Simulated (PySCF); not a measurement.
**One shape, several levels: C2H5F (SMILES CCF)**

We compute a comparison of 6 runs (BHLYP/aug-cc-pVDZ, M06-2X/aug-cc-pVDZ, M06-L/aug-cc-pVDZ, PBE/aug-cc-pVDZ, revPBE/aug-cc-pVDZ, CCSD(T)/aug-cc-pVDZ) of C2H5F. Input form: a Python script.

Program for the calculation: PySCF 2.14.0.

1 further run of the same task is left out (set aside as unsound or not needed).

### 1 The molecule

The species is C2H5F (8 atoms), meant as a singlet with charge 0. As SMILES, `CCF`. Geometry: relaxed at PBE0-D4/def2-TZVP.

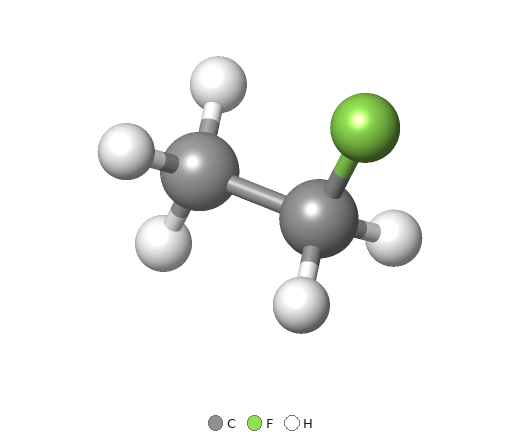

Viewed from a chosen angle; carbon grey, fluorine green, hydrogen white.

### 2 The energy at BHLYP/aug-cc-pVDZ (run 1)

Contents of job.py:

```python
from pyscf import gto, dft

mol = gto.M(
    atom='''
C       -0.431700       0.566900      -0.264600
C        0.378400      -0.599100       0.230500
F        1.663300      -0.186400       0.546500
H       -1.443900       0.237400      -0.512600
H        0.018600       0.998500      -1.160400
H       -0.500300       1.343000       0.499800
H        0.464000      -1.381500      -0.529800
H       -0.056300      -1.036000       1.134800
''',
    basis='aug-cc-pvdz',
    charge=0,
    max_memory=1860,
    verbose=4,
    spin=0,
)

mf = dft.RKS(mol)
mf.xc = 'bhandhlyp'
mf.grids.level = 5
mf.conv_tol = 1e-10
mf.kernel()
if not mf.converged:
    mf = mf.newton().run(mf.mo_coeff, mf.mo_occ)

energy = mf.e_tot
print('E = %.10f Eh' % energy)
```

Command:

```sh
$ OMP_NUM_THREADS=1 python job.py
```

Standard output:

```text
PySCF version 2.14.0

[... 76 lines left out ...]
converged SCF energy = -178.99163080962
E = -178.9916308096 Eh
```

Run time: 54 s. Hardware: 1 thread of Intel Xeon at 2.50GHz (Skylake/Cascade Lake), shared host; peak memory 0.6 GiB.

### 3 A single-point energy at M06-2X/aug-cc-pVDZ (run 2)

Contents of calc.py:

```python
from pyscf import gto, dft

molecule = gto.M(
    atom='''
C     -0.815795     1.071286    -0.500022
C      0.715072    -1.132135     0.435582
F      3.143181    -0.352245     1.032735
H     -2.728576     0.448621    -0.968674
H      0.035149     1.886892    -2.192838
H     -0.945430     2.537902     0.944485
H      0.876833    -2.610657    -1.001177
H     -0.106392    -1.957756     2.144461
''',
    verbose=3,
    max_memory=1860,
    basis='aug-cc-pvdz',
    unit='bohr',
)

mf = dft.RKS(molecule, xc='m06-2x')
mf.conv_tol = 1e-10
mf.grids.level = 5
mf.kernel()
if not mf.converged:
    mf = mf.newton().run(mf.mo_coeff, mf.mo_occ)

energy = mf.e_tot
print(f'total energy: {energy:.8f} hartree')
```

Command:

```sh
$ OMP_NUM_THREADS=1 python calc.py
```

Standard output:

```text
converged SCF energy = -179.002436977223
total energy: -179.00243698 hartree
```

It took 99 s on 1 thread of Intel Xeon at 2.50GHz (Skylake/Cascade Lake), shared host; peak memory 0.66 GiB.

Runs 3 to 5 aren't shown in full; the table further down has their settings and results.

### 4 The energy at CCSD(T)/aug-cc-pVDZ (run 6)

Contents of input.py:

```python
# CCF
from pyscf import gto, scf, cc

mol = gto.M(
    atom='''
C       -0.431700       0.566900      -0.264600
C        0.378400      -0.599100       0.230500
F        1.663300      -0.186400       0.546500
H       -1.443900       0.237400      -0.512600
H        0.018600       0.998500      -1.160400
H       -0.500300       1.343000       0.499800
H        0.464000      -1.381500      -0.529800
H       -0.056300      -1.036000       1.134800
''',
    basis='aug-cc-pvdz',
    verbose=3,
    max_memory=1860,
)

mf = scf.RHF(mol)
mf.conv_tol = 1e-10
mf.kernel()
if not mf.converged:
    mf = mf.newton().run(mf.mo_coeff, mf.mo_occ)

mycc = cc.CCSD(mf, frozen=3)
mycc.kernel()
e_t = mycc.ccsd_t()
etot = mycc.e_tot + e_t
print('Final energy', etot)
```

Command:

```sh
$ OMP_NUM_THREADS=1 python input.py
```

Standard output:

```text
converged SCF energy = -178.103674395436
E(CCSD) = -178.6426443531286  E_corr = -0.538969957692308
CCSD(T) correction = -0.0146513091358131
Final energy -178.65729566226437
```

It took 2.5 min on 1 thread of Intel Xeon at 2.50GHz (Skylake/Cascade Lake), shared host; peak memory 1.5 GiB.

### 5 Overview of the runs

```
run                level  integration grid  frozen core orbitals  energy (Eh)  dipole moment (D) of the reference  HOMO energy (eV)  LUMO energy (eV)  wall time
  1    BHLYP/aug-cc-pVDZ                 5                     –  -178.991631                                2.03            -11.01              0.22       54 s
  2   M06-2X/aug-cc-pVDZ                 5                     –  -179.002437                                1.95            -10.91             -0.04       99 s
  3    M06-L/aug-cc-pVDZ                 5                     –  -179.053505                                1.85             -7.95             -0.13    2.1 min
  4      PBE/aug-cc-pVDZ                 5                     –  -178.870129                                1.83             -7.68             -0.46       83 s
  5   revPBE/aug-cc-pVDZ                 5                     –  -179.023319                                1.81             -7.65             -0.52       70 s
  6  CCSD(T)/aug-cc-pVDZ                 –                     3  -178.657296                                2.12            -13.44              0.97    2.5 min
```

### 6 Summary of results

```
                                          quantity          value
                               run 6: total energy  -178.65730 Eh
       run 6: dipole moment (Hartree–Fock density)         2.12 D
        run 6: HOMO energy (Hartree–Fock orbitals)      -13.44 eV
        run 6: LUMO energy (Hartree–Fock orbitals)        0.97 eV
      run 6: HOMO–LUMO gap (Hartree–Fock orbitals)       14.41 eV
run 6: correlation energy (3 core orbitals frozen)     -553.6 mEh
                             run 6: (T) correction     -14.65 mEh
                              run 6: T1 diagnostic          0.011
```

**Reading.** Over runs 1, 2, 3, 4, 5 the dipole moment (its size) runs from 1.81 D (revPBE/aug-cc-pVDZ) to 2.03 D (BHLYP/aug-cc-pVDZ). Over runs 1, 2, 3, 4, 5 the HOMO–LUMO gap runs from 7.14 eV (revPBE/aug-cc-pVDZ) to 11.24 eV (BHLYP/aug-cc-pVDZ). Totals of different functionals can't be ranked against each other. All runs together took 9.7 min, the longest 2.5 min.
